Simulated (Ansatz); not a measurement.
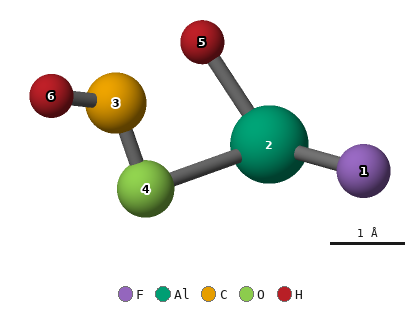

The starting structure (ball-and-stick view, seen at a tilt; atoms are numbered from 1 in the order of the input). Sticks mark near contacts. Bond lengths as drawn: Al–F 1.68 Å, Al–H 1.67 Å, Al–O 2.05 Å, C–H 1.12 Å and C–O 1.25 Å.

## Run report: CH₂AlFO, molecular dynamics (part 1 of 3)

CH₂AlFO, computed with UKS BLYP/6-31G* (Ansatz 0.2.0).

It belongs to a series of runs on one base structure; here: dynamics from the highest image of the converged band. Figures and captions count atoms from 1; the log counts them from 0 in places.

## The program's output
```
Engine: ansatz 0.2.0, x86_64-unknown-linux-gnu
Functional definition: BLYP
  parameter beta = 0.0042
  parameter a = 0.04918
  parameter b = 0.132
  parameter c = 0.2533
  parameter d = 0.349
  exchange = b88_x(beta = beta)
  correlation = lyp_c(a = a, b = b, c = c, d = d)
718 factors; their error is unknown
mean field evaluation 1: about -12421.1680 eV, gradient 4.1e1 eV
mean field evaluation 2: about -12382.1912 eV, gradient 9.9e1 eV
mean field evaluation 4: about -12427.4873 eV, gradient 1.4e1 eV
mean field evaluation 8: about -12428.2636 eV, gradient 1.0e-1 eV
mean field evaluation 16: about -12428.2276 eV, gradient 1.8e-4 eV
mean field -12428.22755390 eV, -456.7289384507 hartree, gradient 2.7e-5 eV, S^2 0.000000; 1 other end points of the search recorded, 0 dependent functions left out
the calculation of the forces begins
reference -12428.22785733 eV, -456.7289496014 hartree; 19, 19 occupied and 49, 49 virtual orbitals, 718 factors
md step     0: t =     0.00 fs  T =   100.0 K  F+E_penalty+E_count = -12428.22755390 eV  E_kin = 0.051704 eV  conserved = -12428.17584990 eV  (42 SCF iters)
these checks for a lower state are left out or cut short: starts, cluster_reference, orbital_swaps, neighbouring_geometries, increment
718 factors; their error is unknown
mean field -12428.22653489 eV, -456.7289010029 hartree, gradient 2.4e-5 eV, S^2 0.000000; 0 other end points of the search recorded, 0 dependent functions left out
the calculation of the forces begins
reference -12428.22683819 eV, -456.7289121487 hartree; 19, 19 occupied and 49, 49 virtual orbitals, 718 factors
md step     1: t =     0.50 fs  T =    98.0 K  F+E_penalty+E_count = -12428.22653489 eV  E_kin = 0.050693 eV  conserved = -12428.17584177 eV  (36 SCF iters)
[... from here on the SCF iterations and repeated set-up lines of each step are left out, up to the last step ...]
md step     2: t =     1.00 fs  T =    92.5 K  F+E_penalty+E_count = -12428.22365299 eV  E_kin = 0.047846 eV  conserved = -12428.17580698 eV  (36 SCF iters)
md step     3: t =     1.50 fs  T =    84.6 K  F+E_penalty+E_count = -12428.21947615 eV  E_kin = 0.043723 eV  conserved = -12428.17575278 eV  (36 SCF iters)
md step     4: t =     2.00 fs  T =    75.8 K  F+E_penalty+E_count = -12428.21487069 eV  E_kin = 0.039178 eV  conserved = -12428.17569299 eV  (37 SCF iters)
md step     5: t =     2.50 fs  T =    68.0 K  F+E_penalty+E_count = -12428.21078271 eV  E_kin = 0.035138 eV  conserved = -12428.17564440 eV  (30 SCF iters)
md step     6: t =     3.00 fs  T =    62.6 K  F+E_penalty+E_count = -12428.20798060 eV  E_kin = 0.032361 eV  conserved = -12428.17561985 eV  (30 SCF iters)
md step     7: t =     3.50 fs  T =    60.4 K  F+E_penalty+E_count = -12428.20685452 eV  E_kin = 0.031230 eV  conserved = -12428.17562412 eV  (31 SCF iters)
md step     8: t =     4.00 fs  T =    61.3 K  F+E_penalty+E_count = -12428.20734636 eV  E_kin = 0.031695 eV  conserved = -12428.17565110 eV  (31 SCF iters)
md step     9: t =     4.50 fs  T =    64.5 K  F+E_penalty+E_count = -12428.20903625 eV  E_kin = 0.033348 eV  conserved = -12428.17568845 eV  (31 SCF iters)
md step    10: t =     5.00 fs  T =    68.9 K  F+E_penalty+E_count = -12428.21133357 eV  E_kin = 0.035611 eV  conserved = -12428.17572258 eV  (31 SCF iters)
md step    11: t =     5.50 fs  T =    73.4 K  F+E_penalty+E_count = -12428.21369006 eV  E_kin = 0.037946 eV  conserved = -12428.17574359 eV  (31 SCF iters)
md step    12: t =     6.00 fs  T =    77.4 K  F+E_penalty+E_count = -12428.21575665 eV  E_kin = 0.040009 eV  conserved = -12428.17574793 eV  (32 SCF iters)
md step    13: t =     6.50 fs  T =    80.7 K  F+E_penalty+E_count = -12428.21744449 eV  E_kin = 0.041707 eV  conserved = -12428.17573774 eV  (32 SCF iters)
md step    14: t =     7.00 fs  T =    83.5 K  F+E_penalty+E_count = -12428.21889641 eV  E_kin = 0.043178 eV  conserved = -12428.17571876 eV  (30 SCF iters)
md step    15: t =     7.50 fs  T =    86.5 K  F+E_penalty+E_count = -12428.22040046 eV  E_kin = 0.044703 eV  conserved = -12428.17569772 eV  (31 SCF iters)
md step    16: t =     8.00 fs  T =    90.1 K  F+E_penalty+E_count = -12428.22228388 eV  E_kin = 0.046603 eV  conserved = -12428.17568055 eV  (30 SCF iters)
md step    17: t =     8.50 fs  T =    95.1 K  F+E_penalty+E_count = -12428.22481692 eV  E_kin = 0.049145 eV  conserved = -12428.17567165 eV  (31 SCF iters)
md step    18: t =     9.00 fs  T =   101.5 K  F+E_penalty+E_count = -12428.22814231 eV  E_kin = 0.052469 eV  conserved = -12428.17567315 eV  (31 SCF iters)
md step    19: t =     9.50 fs  T =   109.4 K  F+E_penalty+E_count = -12428.23223837 eV  E_kin = 0.056553 eV  conserved = -12428.17568505 eV  (31 SCF iters)
md step    20: t =    10.00 fs  T =   118.4 K  F+E_penalty+E_count = -12428.23691692 eV  E_kin = 0.061211 eV  conserved = -12428.17570566 eV  (31 SCF iters)
md step    21: t =    10.50 fs  T =   127.9 K  F+E_penalty+E_count = -12428.24185418 eV  E_kin = 0.066123 eV  conserved = -12428.17573086 eV  (37 SCF iters)
md step    22: t =    11.00 fs  T =   137.1 K  F+E_penalty+E_count = -12428.24665638 eV  E_kin = 0.070901 eV  conserved = -12428.17575492 eV  (37 SCF iters)
md step    23: t =    11.50 fs  T =   145.4 K  F+E_penalty+E_count = -12428.25095308 eV  E_kin = 0.075182 eV  conserved = -12428.17577088 eV  (37 SCF iters)
md step    24: t =    12.00 fs  T =   152.3 K  F+E_penalty+E_count = -12428.25450807 eV  E_kin = 0.078736 eV  conserved = -12428.17577189 eV  (38 SCF iters)
md step    25: t =    12.50 fs  T =   157.8 K  F+E_penalty+E_count = -12428.25732504 eV  E_kin = 0.081572 eV  conserved = -12428.17575345 eV  (68 SCF iters)
md step    26: t =    13.00 fs  T =   162.5 K  F+E_penalty+E_count = -12428.25971480 eV  E_kin = 0.083999 eV  conserved = -12428.17571570 eV  (38 SCF iters)
md step    27: t =    13.50 fs  T =   167.5 K  F+E_penalty+E_count = -12428.26228853 eV  E_kin = 0.086623 eV  conserved = -12428.17566505 eV  (38 SCF iters)
md step    28: t =    14.00 fs  T =   174.5 K  F+E_penalty+E_count = -12428.26585491 eV  E_kin = 0.090242 eV  conserved = -12428.17561340 eV  (38 SCF iters)
md step    29: t =    14.50 fs  T =   185.0 K  F+E_penalty+E_count = -12428.27123247 eV  E_kin = 0.095657 eV  conserved = -12428.17557501 eV  (37 SCF iters)
md step    30: t =    15.00 fs  T =   200.1 K  F+E_penalty+E_count = -12428.27902844 eV  E_kin = 0.103467 eV  conserved = -12428.17556135 eV  (38 SCF iters)
md step    31: t =    15.50 fs  T =   220.3 K  F+E_penalty+E_count = -12428.28946347 eV  E_kin = 0.113887 eV  conserved = -12428.17557631 eV  (36 SCF iters)
md step    32: t =    16.00 fs  T =   245.0 K  F+E_penalty+E_count = -12428.30231257 eV  E_kin = 0.126698 eV  conserved = -12428.17561435 eV  (37 SCF iters)
md step    33: t =    16.50 fs  T =   273.3 K  F+E_penalty+E_count = -12428.31698816 eV  E_kin = 0.141325 eV  conserved = -12428.17566323 eV  (36 SCF iters)
md step    34: t =    17.00 fs  T =   303.7 K  F+E_penalty+E_count = -12428.33272913 eV  E_kin = 0.157020 eV  conserved = -12428.17570866 eV  (37 SCF iters)
md step    35: t =    17.50 fs  T =   334.8 K  F+E_penalty+E_count = -12428.34882190 eV  E_kin = 0.173083 eV  conserved = -12428.17573871 eV  (37 SCF iters)
md step    36: t =    18.00 fs  T =   365.6 K  F+E_penalty+E_count = -12428.36478110 eV  E_kin = 0.189033 eV  conserved = -12428.17574842 eV  (36 SCF iters)
md step    37: t =    18.50 fs  T =   395.9 K  F+E_penalty+E_count = -12428.38043915 eV  E_kin = 0.204701 eV  conserved = -12428.17573776 eV  (37 SCF iters)
md step    38: t =    19.00 fs  T =   426.0 K  F+E_penalty+E_count = -12428.39594744 eV  E_kin = 0.220236 eV  conserved = -12428.17571131 eV  (37 SCF iters)
md step    39: t =    19.50 fs  T =   456.5 K  F+E_penalty+E_count = -12428.41170729 eV  E_kin = 0.236032 eV  conserved = -12428.17567576 eV  (38 SCF iters)
md step    40: t =    20.00 fs  T =   488.6 K  F+E_penalty+E_count = -12428.42826529 eV  E_kin = 0.252627 eV  conserved = -12428.17563812 eV  (37 SCF iters)
md step    41: t =    20.50 fs  T =   523.4 K  F+E_penalty+E_count = -12428.44620055 eV  E_kin = 0.270595 eV  conserved = -12428.17560515 eV  (37 SCF iters)
md step    42: t =    21.00 fs  T =   561.7 K  F+E_penalty+E_count = -12428.46601988 eV  E_kin = 0.290438 eV  conserved = -12428.17558228 eV  (35 SCF iters)
md step    43: t =    21.50 fs  T =   604.4 K  F+E_penalty+E_count = -12428.48807199 eV  E_kin = 0.312498 eV  conserved = -12428.17557351 eV  (36 SCF iters)
md step    44: t =    22.00 fs  T =   651.6 K  F+E_penalty+E_count = -12428.51248606 eV  E_kin = 0.336905 eV  conserved = -12428.17558107 eV  (37 SCF iters)
md step    45: t =    22.50 fs  T =   703.1 K  F+E_penalty+E_count = -12428.53914194 eV  E_kin = 0.363537 eV  conserved = -12428.17560494 eV  (37 SCF iters)
md step    46: t =    23.00 fs  T =   758.2 K  F+E_penalty+E_count = -12428.56767901 eV  E_kin = 0.392037 eV  conserved = -12428.17564222 eV  (36 SCF iters)
md step    47: t =    23.50 fs  T =   815.9 K  F+E_penalty+E_count = -12428.59754889 eV  E_kin = 0.421862 eV  conserved = -12428.17568728 eV  (35 SCF iters)
md step    48: t =    24.00 fs  T =   874.9 K  F+E_penalty+E_count = -12428.62811002 eV  E_kin = 0.452378 eV  conserved = -12428.17573239 eV  (36 SCF iters)
md step    49: t =    24.50 fs  T =   934.1 K  F+E_penalty+E_count = -12428.65875314 eV  E_kin = 0.482984 eV  conserved = -12428.17576900 eV  (36 SCF iters)
md step    50: t =    25.00 fs  T =   992.7 K  F+E_penalty+E_count = -12428.68903317 eV  E_kin = 0.513243 eV  conserved = -12428.17579048 eV  (35 SCF iters)
md step    51: t =    25.50 fs  T =  1050.2 K  F+E_penalty+E_count = -12428.71876782 eV  E_kin = 0.542973 eV  conserved = -12428.17579496 eV  (34 SCF iters)
md step    52: t =    26.00 fs  T =  1106.8 K  F+E_penalty+E_count = -12428.74806184 eV  E_kin = 0.572275 eV  conserved = -12428.17578651 eV  (35 SCF iters)
md step    53: t =    26.50 fs  T =  1163.3 K  F+E_penalty+E_count = -12428.77723843 eV  E_kin = 0.601464 eV  conserved = -12428.17577409 eV  (34 SCF iters)
md step    54: t =    27.00 fs  T =  1220.3 K  F+E_penalty+E_count = -12428.80669316 eV  E_kin = 0.630924 eV  conserved = -12428.17576922 eV  (35 SCF iters)
md step    55: t =    27.50 fs  T =  1278.3 K  F+E_penalty+E_count = -12428.83671554 eV  E_kin = 0.660935 eV  conserved = -12428.17578070 eV  (35 SCF iters)
md step    56: t =    28.00 fs  T =  1337.5 K  F+E_penalty+E_count = -12428.86734900 eV  E_kin = 0.691537 eV  conserved = -12428.17581196 eV  (35 SCF iters)
md step    57: t =    28.50 fs  T =  1397.3 K  F+E_penalty+E_count = -12428.89834270 eV  E_kin = 0.722486 eV  conserved = -12428.17585717 eV  (34 SCF iters)
md step    58: t =    29.00 fs  T =  1457.0 K  F+E_penalty+E_count = -12428.92922296 eV  E_kin = 0.753315 eV  conserved = -12428.17590785 eV  (34 SCF iters)
md step    59: t =    29.50 fs  T =  1515.3 K  F+E_penalty+E_count = -12428.95943395 eV  E_kin = 0.783482 eV  conserved = -12428.17595235 eV  (34 SCF iters)
md step    60: t =    30.00 fs  T =  1571.5 K  F+E_penalty+E_count = -12428.98850376 eV  E_kin = 0.812521 eV  conserved = -12428.17598288 eV  (35 SCF iters)
md step    61: t =    30.50 fs  T =  1625.0 K  F+E_penalty+E_count = -12429.01616618 eV  E_kin = 0.840170 eV  conserved = -12428.17599634 eV  (35 SCF iters)
md step    62: t =    31.00 fs  T =  1675.7 K  F+E_penalty+E_count = -12429.04240960 eV  E_kin = 0.866415 eV  conserved = -12428.17599430 eV  (34 SCF iters)
md step    63: t =    31.50 fs  T =  1724.2 K  F+E_penalty+E_count = -12429.06744916 eV  E_kin = 0.891467 eV  conserved = -12428.17598230 eV  (43 SCF iters)
md step    64: t =    32.00 fs  T =  1771.0 K  F+E_penalty+E_count = -12429.09164116 eV  E_kin = 0.915674 eV  conserved = -12428.17596688 eV  (35 SCF iters)
md step    65: t =    32.50 fs  T =  1816.9 K  F+E_penalty+E_count = -12429.11537392 eV  E_kin = 0.939419 eV  conserved = -12428.17595496 eV  (35 SCF iters)
md step    66: t =    33.00 fs  T =  1862.5 K  F+E_penalty+E_count = -12429.13895681 eV  E_kin = 0.963005 eV  conserved = -12428.17595225 eV  (34 SCF iters)
md step    67: t =    33.50 fs  T =  1908.1 K  F+E_penalty+E_count = -12429.16252802 eV  E_kin = 0.986566 eV  conserved = -12428.17596236 eV  (35 SCF iters)
md step    68: t =    34.00 fs  T =  1953.4 K  F+E_penalty+E_count = -12429.18599484 eV  E_kin = 1.010008 eV  conserved = -12428.17598685 eV  (35 SCF iters)
md step    69: t =    34.50 fs  T =  1997.9 K  F+E_penalty+E_count = -12429.20901213 eV  E_kin = 1.032988 eV  conserved = -12428.17602443 eV  (35 SCF iters)
md step    70: t =    35.00 fs  T =  2040.3 K  F+E_penalty+E_count = -12429.23100574 eV  E_kin = 1.054935 eV  conserved = -12428.17607075 eV  (35 SCF iters)
md step    71: t =    35.50 fs  T =  2079.4 K  F+E_penalty+E_count = -12429.25124493 eV  E_kin = 1.075126 eV  conserved = -12428.17611845 eV  (35 SCF iters)
md step    72: t =    36.00 fs  T =  2113.6 K  F+E_penalty+E_count = -12429.26896198 eV  E_kin = 1.092804 eV  conserved = -12428.17615839 eV  (34 SCF iters)
md step    73: t =    36.50 fs  T =  2141.7 K  F+E_penalty+E_count = -12429.28350276 eV  E_kin = 1.107323 eV  conserved = -12428.17617996 eV  (34 SCF iters)
md step    74: t =    37.00 fs  T =  2162.9 K  F+E_penalty+E_count = -12429.29448809 eV  E_kin = 1.118313 eV  conserved = -12428.17617514 eV  (33 SCF iters)
md step    75: t =    37.50 fs  T =  2177.4 K  F+E_penalty+E_count = -12429.30193816 eV  E_kin = 1.125797 eV  conserved = -12428.17614131 eV  (34 SCF iters)
md step    76: t =    38.00 fs  T =  2186.0 K  F+E_penalty+E_count = -12429.30630829 eV  E_kin = 1.130224 eV  conserved = -12428.17608451 eV  (33 SCF iters)
md step    77: t =    38.50 fs  T =  2190.1 K  F+E_penalty+E_count = -12429.30839794 eV  E_kin = 1.132380 eV  conserved = -12428.17601786 eV  (34 SCF iters)
md step    78: t =    39.00 fs  T =  2191.7 K  F+E_penalty+E_count = -12429.30914512 eV  E_kin = 1.133186 eV  conserved = -12428.17595894 eV  (33 SCF iters)
md step    79: t =    39.50 fs  T =  2192.2 K  F+E_penalty+E_count = -12429.30935898 eV  E_kin = 1.133436 eV  conserved = -12428.17592340 eV  (33 SCF iters)
md step    80: t =    40.00 fs  T =  2192.4 K  F+E_penalty+E_count = -12429.30949088 eV  E_kin = 1.133573 eV  conserved = -12428.17591742 eV  (34 SCF iters)
md step    81: t =    40.50 fs  T =  2192.5 K  F+E_penalty+E_count = -12429.30954697 eV  E_kin = 1.133612 eV  conserved = -12428.17593499 eV  (34 SCF iters)
md step    82: t =    41.00 fs  T =  2191.7 K  F+E_penalty+E_count = -12429.30917855 eV  E_kin = 1.133216 eV  conserved = -12428.17596266 eV  (34 SCF iters)
md step    83: t =    41.50 fs  T =  2189.2 K  F+E_penalty+E_count = -12429.30789559 eV  E_kin = 1.131911 eV  conserved = -12428.17598476 eV  (34 SCF iters)
md step    84: t =    42.00 fs  T =  2184.2 K  F+E_penalty+E_count = -12429.30531167 eV  E_kin = 1.129322 eV  conserved = -12428.17598995 eV  (34 SCF iters)
md step    85: t =    42.50 fs  T =  2176.5 K  F+E_penalty+E_count = -12429.30132375 eV  E_kin = 1.125349 eV  conserved = -12428.17597474 eV  (33 SCF iters)
md step    86: t =    43.00 fs  T =  2166.6 K  F+E_penalty+E_count = -12429.29617108 eV  E_kin = 1.120228 eV  conserved = -12428.17594311 eV  (33 SCF iters)
md step    87: t =    43.50 fs  T =  2155.5 K  F+E_penalty+E_count = -12429.29037697 eV  E_kin = 1.114474 eV  conserved = -12428.17590345 eV  (34 SCF iters)
md step    88: t =    44.00 fs  T =  2144.4 K  F+E_penalty+E_count = -12429.28461696 eV  E_kin = 1.108752 eV  conserved = -12428.17586545 eV  (33 SCF iters)
md step    89: t =    44.50 fs  T =  2134.7 K  F+E_penalty+E_count = -12429.27956277 eV  E_kin = 1.103725 eV  conserved = -12428.17583751 eV  (36 SCF iters)
md step    90: t =    45.00 fs  T =  2127.3 K  F+E_penalty+E_count = -12429.27574181 eV  E_kin = 1.099916 eV  conserved = -12428.17582555 eV  (32 SCF iters)
md step    91: t =    45.50 fs  T =  2122.9 K  F+E_penalty+E_count = -12429.27343587 eV  E_kin = 1.097604 eV  conserved = -12428.17583232 eV  (32 SCF iters)
md step    92: t =    46.00 fs  T =  2121.3 K  F+E_penalty+E_count = -12429.27263105 eV  E_kin = 1.096774 eV  conserved = -12428.17585713 eV  (33 SCF iters)
md step    93: t =    46.50 fs  T =  2121.9 K  F+E_penalty+E_count = -12429.27302235 eV  E_kin = 1.097126 eV  conserved = -12428.17589654 eV  (32 SCF iters)
md step    94: t =    47.00 fs  T =  2123.9 K  F+E_penalty+E_count = -12429.27406944 eV  E_kin = 1.098126 eV  conserved = -12428.17594334 eV  (32 SCF iters)
md step    95: t =    47.50 fs  T =  2125.8 K  F+E_penalty+E_count = -12429.27510382 eV  E_kin = 1.099115 eV  conserved = -12428.17598882 eV  (33 SCF iters)
md step    96: t =    48.00 fs  T =  2126.4 K  F+E_penalty+E_count = -12429.27547055 eV  E_kin = 1.099448 eV  conserved = -12428.17602240 eV  (32 SCF iters)
```
